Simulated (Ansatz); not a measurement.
**singlet [GaH2O2]+: levels of theory compared**

We compute a comparison of 6 runs (HF/STO-3G, B3LYP/6-31G*, wB97X/def2-SVPD, RPA@PBE/def2-SVPD, CCSD/def2-SVPD, CCSD(T)/def2-SVPD) of singlet [GaH2O2]+. 

Program for the calculation: Ansatz 0.2.0.

48 further runs of the same task are left out: 48 set aside as unsound or not needed.

### 1 The system as given

The species is [GaH2O2]+ (5 atoms), meant as a singlet with charge +1. SMILES of the parent species: `[OH][Ga][OH]`. The shape is that of a PBE0-D4/def2-TZVP optimisation. This is one conformer, not always the lowest. That shape belongs to the parent species and isn't relaxed for this state.

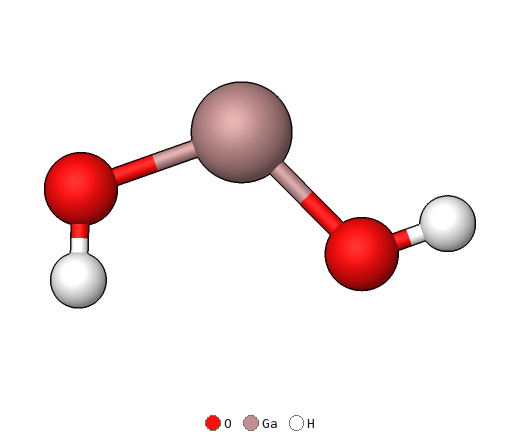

The structure, seen from a chosen angle (oxygen red, gallium pink, hydrogen white).

### 2 A single-point energy at HF/STO-3G (run 1)

The input, molecule.yaml:

```yaml
basis:
  gaussian:
    orbitals: STO-3G
crystal:
  periodic: [false, false, false]
  atoms:
    - {symbol: O, position_ang: [-0.370600, 0.021600, -1.274400]}
    - {symbol: Ga, position_ang: [-0.311700, -0.753800, 0.353600]}
    - {symbol: O, position_ang: [0.618200, 0.154900, 1.591100]}
    - {symbol: H, position_ang: [-0.867400, -0.464600, -1.936500]}
    - {symbol: H, position_ang: [0.981500, 0.968200, 1.224700]}
total_charge: 1
magnetization:
  spin_polarized: false
hamiltonian:
  xc: hf
accuracy: high
output: {orbitals: {seedname: orbitals}}
```

Launch:

```console
$ ansatz run molecule.yaml --threads 1 --pin off --max-ram 3480MiB --events-out events.jsonl --progress --plain --runs-dir runs
```

Log:

```text
Warning: RAYON_NUM_THREADS=1 ignored (pool sized by the plan → 1); use --threads N
Functional definition: HF
  name "HF"
  exchange = exact_x
  correlation = 0
477 factors; integrals over basis functions are off by at most 5.8e-9 eV
mean field evaluation 1: about -55759.3060 eV, gradient 5.2e1 eV
mean field evaluation 2: about -55759.3815 eV, gradient 5.2e1 eV
mean field evaluation 4: about -55769.4181 eV, gradient 5.7e0 eV
mean field evaluation 8: about -55769.5949 eV, gradient 2.8e-1 eV
mean field evaluation 16: about -55769.5946 eV, gradient 1.6e-8 eV
mean field evaluation 32: about -55769.4810 eV, gradient 8.0e-1 eV
mean field -55769.59461838 eV, -2049.4948002364 hartree, gradient 1.6e-8 eV, S^2 0.000000; 0 other end points of the search recorded, 0 dependent functions left out
reference -55769.59461838 eV, -2049.4948002364 hartree; 24, 24 occupied and 6, 6 virtual orbitals, 477 factors
Total energy: -55769.59461838 eV, -2049.4948002364 hartree
```

Wall time 0.2 s (1 thread of Intel Xeon 6975P-C (Granite Rapids), shared host).

### 3 The energy at B3LYP/6-31G(d) (Cartesian functions) (run 2)

The input, job.yaml:

```yaml
crystal:
  periodic: [false, false, false]
  atoms:
    - {symbol: O, position_ang: [-0.370600, 0.021600, -1.274400]}
    - {symbol: Ga, position_ang: [-0.311700, -0.753800, 0.353600]}
    - {symbol: O, position_ang: [0.618200, 0.154900, 1.591100]}
    - {symbol: H, position_ang: [-0.867400, -0.464600, -1.936500]}
    - {symbol: H, position_ang: [0.981500, 0.968200, 1.224700]}
basis:
  gaussian:
    orbitals: "6-31G*"
total_charge: 1
hamiltonian:
  xc: {name: B3LYP}
accuracy: high
output: {orbitals: {seedname: orbitals}}
```

Launch:

```console
$ ansatz run job.yaml --threads 1 --pin off --max-ram 3480MiB --events-out events.jsonl --progress --plain --runs-dir runs
```

Log:

```text
Warning: RAYON_NUM_THREADS=1 ignored (pool sized by the plan → 1); use --threads N
Functional definition: B3LYP
  name "B3LYP"
  parameter a0 = 0.2
  parameter ax = 0.72
  parameter ac = 0.81
  exchange = (1 - a0 - ax)*slater_x + ax*b88_x + a0*exact_x
  correlation = (1 - ac)*vwn_rpa_c + ac*lyp_c
1315 factors; integrals over basis functions are off by at most 3.8e-9 eV
mean field evaluation 1: about -56462.1160 eV, gradient 1.2e2 eV
mean field evaluation 2: about -56302.9302 eV, gradient 2.5e2 eV
mean field evaluation 4: about -56488.6559 eV, gradient 2.2e1 eV
mean field evaluation 8: about -56489.5755 eV, gradient 7.0e-1 eV
mean field evaluation 16: about -56489.6299 eV, gradient 4.3e-5 eV
mean field -56489.62988988 eV, -2075.9556084069 hartree, gradient 8.8e-8 eV, S^2 0.000000; 0 other end points of the search recorded, 0 dependent functions left out
reference -56489.62992593 eV, -2075.9556097316 hartree; 24, 24 occupied and 45, 45 virtual orbitals, 1315 factors
Total energy: -56489.62992593 eV, -2075.9556097316 hartree
```

It took 2.4 s on 1 thread of Intel Xeon 6975P-C (Granite Rapids), shared host; peak memory 0.21 GiB.

Run 3 isn't shown in full; the table further down has it.

### 4 The energy at RPA@PBE/def2-SVPD (run 4)

molecule.yaml, as its differences from that of step 2:

```diff
@@ -1,4 +1 @@
-basis:
-  gaussian:
-    orbitals: STO-3G
 crystal:
@@ -11,8 +8,11 @@
     - {symbol: H, position_ang: [0.981500, 0.968200, 1.224700]}
+basis:
+  gaussian:
+    orbitals: def2-SVPD
 total_charge: 1
-magnetization:
-  spin_polarized: false
 hamiltonian:
-  xc: hf
+  xc: {name: PBE}
+correlation:
+  method: rpa
+  frozen_orbitals: {Ga: 9, H: 0, O: 1}
 accuracy: high
-output: {orbitals: {seedname: orbitals}}
```

Launch:

```console
$ ansatz run molecule.yaml --threads 1 --pin off --max-ram 3480MiB --events-out events.jsonl --progress --plain --runs-dir runs
```

Log:

```text
Warning: RAYON_NUM_THREADS=1 ignored (pool sized by the plan → 1); use --threads N
Functional definition: PBE
  name "PBE"
  parameter kappa = 0.804
  parameter beta = 0.06672455060314922
  exchange = pbe_x(kappa = kappa, mu = beta*pi^2/3)
  correlation = pbe_c(beta = beta)
1902 factors; integrals over basis functions are off by at most 4.3e-9 eV
mean field evaluation 1: about -56438.4255 eV, gradient 1.4e2 eV
mean field evaluation 2: about -56438.4195 eV, gradient 1.4e2 eV
mean field evaluation 4: about -56471.0615 eV, gradient 3.1e1 eV
mean field evaluation 8: about -56474.6904 eV, gradient 1.3e0 eV
mean field evaluation 16: about -56474.6891 eV, gradient 4.1e-4 eV
mean field evaluation 32: about -56474.6887 eV, gradient 2.4e-1 eV
mean field evaluation 64: about -56468.5871 eV, gradient 1.2e1 eV
mean field -56474.68905199 eV, -2075.4065427416 hartree, gradient 9.5e-9 eV, S^2 0.000000; 3 other end points of the search recorded, 0 dependent functions left out
11 core orbitals not correlated: weight in the atoms' cores, before any rotation towards them, 1.000 or more for the frozen orbitals, at most 0.000 for the correlated occupied ones
reference -56421.00968631 eV, -2073.4338624378 hartree; 13, 13 occupied and 76, 76 virtual orbitals, 1902 factors
Total energy: -56445.10420861 eV, -2074.3193198007 hartree
```

Wall time 6.9 s (1 thread of Intel Xeon 6975P-C (Granite Rapids), shared host); peak memory 0.38 GiB.

Run 5 isn't shown in full; the table further down has it.

### 5 The energy at CCSD(T)/def2-SVPD (run 6)

job.yaml, as its differences from that of step 3:

```diff
@@ -9,8 +9,6 @@
 basis:
-  gaussian:
-    orbitals: "6-31G*"
+  gaussian: {orbitals: def2-SVPD}
+accuracy: high
+scf: {omitted_lower_state_checks: [cluster_reference, increment]}
 total_charge: 1
-hamiltonian:
-  xc: {name: B3LYP}
-accuracy: high
-output: {orbitals: {seedname: orbitals}}
+correlation: {method: ccsd_t, frozen_orbitals: {Ga: 9, H: 0, O: 1}}
```

Launch:

```console
$ ansatz run job.yaml --threads 1 --pin off --max-ram 3480MiB --events-out events.jsonl --progress --plain --runs-dir runs
```

Log:

```text
Warning: RAYON_NUM_THREADS=1 ignored (pool sized by the plan → 1); use --threads N
[... 11 lines left out ...]
11 core orbitals not correlated: weight in the atoms' cores, before any rotation towards them, 1.000 or more for the frozen orbitals, at most 0.000 for the correlated occupied ones
[... 28 lines left out ...]
Total energy: -56439.36477885 eV, -2074.1083996472 hartree
Checks for a lower state left out: cluster_reference, increment
```

It took 20 s on 1 thread of Intel Xeon 6975P-C (Granite Rapids), shared host; peak memory 0.65 GiB.

### 6 All runs side by side

```
run                               level  Cartesian functions  frozen core orbitals   energy (Eh)  wall time
  1                           HF/STO-3G                   no                     –  -2049.494800      0.2 s
  2  B3LYP/6-31G* (Cartesian functions)                  yes                     –  -2075.955610      2.4 s
  3                     wB97X/def2-SVPD                   no                     –  -2075.846168       13 s
  4                   RPA@PBE/def2-SVPD                   no                    11  -2074.319320      6.9 s
  5                      CCSD/def2-SVPD                   no                    11  -2074.087256       16 s
  6                   CCSD(T)/def2-SVPD                   no                    11  -2074.108400       20 s
```

### 7 Results

| quantity | value |
| --- | --- |
| run 6: total energy | -2074.10840 Eh |
| run 6: correlation energy (11 core orbitals frozen) | -618.2 mEh |
| run 6: (T) correction | -21.14 mEh |
| run 6: T1 diagnostic | 0.022 |

Over runs 1, 2, 3 the HOMO–LUMO gap runs from 3.16 eV (B3LYP/6-31G*) to 11.39 eV (HF/STO-3G). The two ends differ in method and basis. Totals of different functionals can't be ranked against each other. In run 1 the basis is minimal, so the values are rough. All runs together took 58 s, the longest 20 s.
